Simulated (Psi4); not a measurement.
# One shape, several levels: H2Te2

We compute a comparison of 4 runs (HF/def2-SVP, M06-2X/3-21G, PBE/def2-TZVP, CEPA(3)/LANL2DZ) of H2Te2. 

The results are computed with Psi4 1.11.

4 further runs of the same task are left out: 3 that didn't finish, 1 set aside as unsound or not needed.

### Step 1. The structure to begin with

The species is H2Te2 (4 atoms), meant as a singlet with charge 0. Geometry: a GFN2-xTB relaxation, a rough one for these elements and not checked as a minimum.

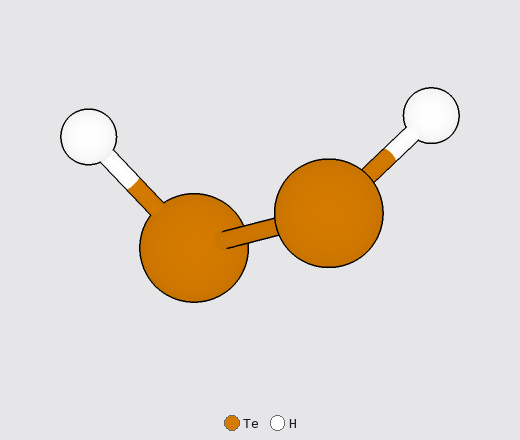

Viewed from a chosen angle; tellurium orange, hydrogen white.

### Step 2. Energy and forces at HF/def2-SVP (core potential) (run 1)

input.json

```json
{
 "schema_name": "qcschema_input",
 "schema_version": 1,
 "molecule": {
  "schema_name": "qcschema_molecule",
  "schema_version": 2,
  "symbols": ["Te", "Te", "H", "H"],
  "geometry": [0.00672743, 2.05348979, -1.83532091, -0.39601101, -2.71154912, -0.12200072, -1.82696832, 3.24267554, 0.38333094, 2.2162519, -2.58461622, 1.57399068],
  "molecular_charge": 0,
  "molecular_multiplicity": 1,
  "fix_symmetry": "c1"
 },
 "driver": "gradient",
 "model": {
  "method": "scf",
  "basis": "def2-SVP"
 },
 "keywords": {
  "puream": true,
  "e_convergence": 1e-09,
  "d_convergence": 1e-08,
  "scf_type": "pk",
  "scf_properties": ["DIPOLE", "MAYER_INDICES", "LOWDIN_CHARGES"]
 }
}
```

Launch:

```bash
psi4 --qcschema input.json -n 1 --memory 1600MB
```

stdout:

```text
[...]
  Running in c1 symmetry.
[...]
  Nuclear repulsion =  136.735826534023573
[...]
  Multiplicity = 1
[...]
  Nalpha       = 25
  Nbeta        = 25
[...]
    Number of basis functions: 62
[...]
   @RHF iter   1:  -535.06319933427744   -5.16238e+00   5.78814e-03 DIIS/ADIIS
[...]
   @RHF iter  12:  -535.15880918182881   -1.81899e-12   4.02841e-09 DIIS
[...]
  @RHF Final Energy:  -535.15880918182881
   => Energetics <=
    Nuclear Repulsion Energy =            136.7358265340235732
    One-Electron Energy =               -1207.6587179138064130
    Two-Electron Energy =                 535.7640821979540533
    Total Energy =                       -535.1588091818288149
[...]
 Multipole Moments:
 ------------------------------------------------------------------------------------
     Multipole            Electronic (a.u.)      Nuclear  (a.u.)        Total (a.u.)
 ------------------------------------------------------------------------------------
 L = 1.  Multiply by 2.5417464519 to convert [e a0] to [Debye]
 Dipole X            :         -0.5950156            0.6287247            0.0337090
 Dipole Y            :         -1.0015131            1.0628194            0.0613062
 Dipole Z            :         -2.9923690            3.1612338            0.1688648
 Magnitude           :                                                    0.1827842
[...]
  -Total Gradient:
     Atom            X                  Y                   Z
    ------   -----------------  -----------------  -----------------
       1        0.000892016929    -0.008382523560     0.003249528057
       2       -0.001010597756     0.009184319496    -0.002372355398
       3       -0.000281917319    -0.002001669310     0.000002171690
       4        0.000400498146     0.001199873374    -0.000879344348
[...]
```

The result, in JSON:

```text
{
 "driver": "gradient",
 "model": {
  "method": "scf",
  "basis": "def2-SVP"
 },
 "success": true,
 "return_result": [0.0008920169288215984, -0.008382523560102433, 0.0032495280566797458, -0.0010105977563541757, 0.009184319495881749, -0.002372355397869591, -0.0002819173186516255, -0.0020016693100217697, 2.171689570229507e-06, 0.00040049814606213374, 0.001199873374448426, -0.0008793443482363605],
 "properties": {
  "calcinfo_nbasis": 62,
  "calcinfo_nmo": 62,
  "calcinfo_nalpha": 25,
  "calcinfo_nbeta": 25,
  "calcinfo_natom": 4,
  "nuclear_repulsion_energy": 136.73582653402357,
  "return_energy": -535.1588091818288,
  "return_gradient": [0.0008920169288215984, -0.008382523560102433, 0.0032495280566797458, -0.0010105977563541757, 0.009184319495881749, -0.002372355397869591, -0.0002819173186516255, -0.0020016693100217697, 2.171689570229507e-06, 0.00040049814606213374, 0.001199873374448426, -0.0008793443482363605],
  "scf_one_electron_energy": -1207.6587179138064,
  "scf_two_electron_energy": 535.764082197954,
  "scf_dipole_moment": [0.03370903667634639, 0.06130624258335993, 0.1688647812621067],
  "scf_total_energy": -535.1588091818288,
  "scf_total_gradient": [0.0008920169288215984, -0.008382523560102433, 0.0032495280566797458, -0.0010105977563541757, 0.009184319495881749, -0.002372355397869591, -0.0002819173186516255, -0.0020016693100217697, 2.171689570229507e-06, 0.00040049814606213374, 0.001199873374448426, -0.0008793443482363605],
  "scf_iterations": 12
 }
}
```

Run time: 3.9 s. Hardware: 1 thread of INTEL XEON PLATINUM 8581C at 2.30GHz (Emerald Rapids), shared host; peak memory 0.21 GiB.

### Step 3. Energy and forces at M06-2X/3-21G (run 2)

job.py

```python
import psi4

psi4.set_memory('1600 MB')
psi4.set_num_threads(1)
psi4.core.set_output_file('run.log', False)

geom = psi4.geometry("""
0 1
Te     0.003560     1.086660    -0.971210
Te    -0.209560    -1.434890    -0.064560
H     -0.966790     1.715950     0.202850
H      1.172790    -1.367720     0.832920
symmetry c1
no_reorient
no_com
""")

psi4.set_options({
    'reference': 'rks',
    'puream': True,
    'e_convergence': 1e-09,
    'd_convergence': 1e-08,
    'scf_type': 'pk',
    'dft_radial_points': 99,
    'dft_spherical_points': 590,
})

e = psi4.gradient('m06-2x/3-21G', molecule=geom)
print('gradient / Eh bohr^-1')
print(e.np.round(6))
```

Launch:

```bash
python job.py
```

run.log:

```text
[...]
  Running in c1 symmetry.
[...]
  Nuclear repulsion =  582.730347497799926
[...]
  Multiplicity = 1
[...]
  Nalpha       = 53
  Nbeta        = 53
[...]
    Number of basis functions: 66
[...]
   @RKS iter   1: -13172.34886373107111   -3.67138e+00   7.80857e-03 ADIIS/DIIS
[...]
   @RKS iter   9: -13172.54573772138792    3.63798e-12   3.36817e-09 DIIS
[...]
  @RKS Final Energy: -13172.54573772138792
   => Energetics <=
    Nuclear Repulsion Energy =            582.7303474977999258
    One-Electron Energy =              -19297.3657640494348016
    Two-Electron Energy =                5703.6524378340327530
    DFT Exchange-Correlation Energy =    -161.5627590037852315
    Empirical Dispersion Energy =           0.0000000000000000
    VV10 Nonlocal Energy =                  0.0000000000000000
    Total Energy =                     -13172.5457377213879226
[...]
  -Total Gradient:
     Atom            X                  Y                   Z
    ------   -----------------  -----------------  -----------------
       1       -0.008814935064    -0.025507746400     0.021207810706
       2        0.012151921834     0.032194340927    -0.002775556258
       3        0.008460476620    -0.008172674775    -0.010472899708
       4       -0.012043142366     0.001074132532    -0.009171773564
[...]
```

The script printed:

```text
gradient / Eh bohr^-1
[[-0.008815 -0.025508  0.021208]
 [ 0.012152  0.032194 -0.002776]
 [ 0.00846  -0.008173 -0.010473]
 [-0.012043  0.001074 -0.009172]]
```

It took 8.4 s on 1 thread of INTEL XEON PLATINUM 8581C at 2.30GHz (Emerald Rapids), shared host; peak memory 0.83 GiB.

Run 3 isn't shown in full; the table further down has it.

### Step 4. A single-point energy at CEPA(3)/LANL2DZ (Cholesky decomposition, core potential, Cartesian functions) (run 4)

job.json

```json
{
 "schema_name": "qcschema_input",
 "schema_version": 1,
 "molecule": {
  "schema_name": "qcschema_molecule",
  "schema_version": 2,
  "symbols": ["Te", "Te", "H", "H"],
  "geometry": [0.00672743, 2.05348979, -1.83532091, -0.39601101, -2.71154912, -0.12200072, -1.82696832, 3.24267554, 0.38333094, 2.2162519, -2.58461622, 1.57399068],
  "molecular_charge": 0,
  "molecular_multiplicity": 1
 },
 "driver": "energy",
 "model": {
  "method": "cepa(3)",
  "basis": "LANL2DZ"
 },
 "keywords": {
  "scf_type": "cd",
  "num_frozen_docc": 0
 }
}
```

Launch:

```bash
psi4 --qcschema job.json -n 1 --memory 1600MB
```

stdout:

```text
[...]
    !!!  WARNING: ECP capability is in beta. Please check occupations closely.  !!!
[...]
  Running in c1 symmetry.
[...]
  Nuclear repulsion =   13.027105443103322
[...]
  Multiplicity = 1
[...]
  Nalpha       = 7
  Nbeta        = 7
[...]
    Number of basis functions: 20
[...]
   @RHF iter   1:   -16.82520271371821   -1.49749e+00   4.46260e-03 DIIS/ADIIS
[...]
   @RHF iter  10:   -16.83513984331249   -1.12976e-12   4.70172e-09 DIIS
[...]
    Orbital Energies [Eh]
    ---------------------
    Doubly Occupied:
       1A     -0.887049     2A     -0.770639     3A     -0.507332
       4A     -0.479927     5A     -0.392948     6A     -0.337532
       7A     -0.332648
[...]
  @RHF Final Energy:   -16.83513984331249
   => Energetics <=
    Nuclear Repulsion Energy =             13.0271054431033217
    One-Electron Energy =                 -52.3083401364776961
    Two-Electron Energy =                  22.4460948500618827
    Total Energy =                        -16.8351398433124899
[...]
 Multipole Moments:
 ------------------------------------------------------------------------------------
     Multipole            Electronic (a.u.)      Nuclear  (a.u.)        Total (a.u.)
 ------------------------------------------------------------------------------------
 L = 1.  Multiply by 2.5417464519 to convert [e a0] to [Debye]
 Dipole X            :         -0.6919551            0.7366113            0.0446562
 Dipole Y            :         -1.1664785            1.2451949            0.0787164
 Dipole Z            :         -3.4850835            3.7036886            0.2186051
 Magnitude           :                                                    0.2365980
[...]
      * SCS-MP2 total energy:                  -16.911026479768
[...]
      * MP2 total energy:                      -16.903628440852
[...]
```

The result, in JSON:

```text
{
 "driver": "energy",
 "model": {
  "method": "cepa(3)",
  "basis": "LANL2DZ"
 },
 "success": true,
 "return_result": -16.926393507543565,
 "properties": {
  "calcinfo_nbasis": 20,
  "calcinfo_nmo": 20,
  "calcinfo_nalpha": 7,
  "calcinfo_nbeta": 7,
  "calcinfo_natom": 4,
  "nuclear_repulsion_energy": 13.027105443103322,
  "return_energy": -16.926393507543565,
  "scf_one_electron_energy": -52.308340136477696,
  "scf_two_electron_energy": 22.446094850061883,
  "scf_dipole_moment": [0.04465619653573427, 0.07871638077327314, 0.21860507691591646],
  "scf_total_energy": -16.83513984331249,
  "scf_iterations": 10,
  "mp2_same_spin_correlation_energy": -0.007268862221700223,
  "mp2_opposite_spin_correlation_energy": -0.061219735318058466,
  "mp2_singles_energy": 0.0,
  "mp2_doubles_energy": -0.0684885975397587,
  "mp2_correlation_energy": -0.0684885975397587,
  "mp2_total_energy": -16.90362844085225
 }
}
```

It took 1.4 s on 1 thread of INTEL XEON PLATINUM 8581C at 2.30GHz (Emerald Rapids), shared host; peak memory 0.18 GiB.

### Step 5. Overview of the runs

```csv
run,level,core potential,properties,energy (Eh),dipole moment (D),HOMO energy (eV),LUMO energy (eV),wall time
1,HF/def2-SVP (core potential),def2,"(dipole, mayer, lowdin)",-535.158809,0.46,-8.82,1.08,3.9 s
2,M06-2X/3-21G,none,–,-13172.545738,1.10,-7.77,-1.34,8.4 s
3,PBE/def2-TZVP (core potential),def2,–,-537.248725,0.28,-5.56,-2.81,10 s
4,"CEPA(3)/LANL2DZ (Cholesky decomposition, core potential, Cartesian functions)",LANL2DZ,–,-16.926394,–,-9.05,0.60,1.4 s
```

### Step 6. Summary of results

```
                                    quantity         value
                         run 4: total energy  -16.92639 Eh
  run 4: HOMO energy (Hartree–Fock orbitals)      -9.05 eV
  run 4: LUMO energy (Hartree–Fock orbitals)       0.60 eV
run 4: HOMO–LUMO gap (Hartree–Fock orbitals)       9.65 eV
                   run 4: correlation energy     -91.3 mEh
```

What this shows: Over runs 1, 2, 3 the dipole moment (its size) runs from 0.28 D (PBE/def2-TZVP) to 1.10 D (M06-2X/3-21G). The two ends differ in method and basis and core potential. Over runs 1, 2, 3 the HOMO–LUMO gap runs from 2.75 eV (PBE/def2-TZVP) to 9.91 eV (HF/def2-SVP). The two ends differ in method and basis. Totals of different functionals can't be ranked against each other. Some runs of one species differ in core potentials or relativity; totals across that change don't compare. In run 2 relativity is left out where basis or elements ask for it. All runs together took 24 s, the longest 10 s.
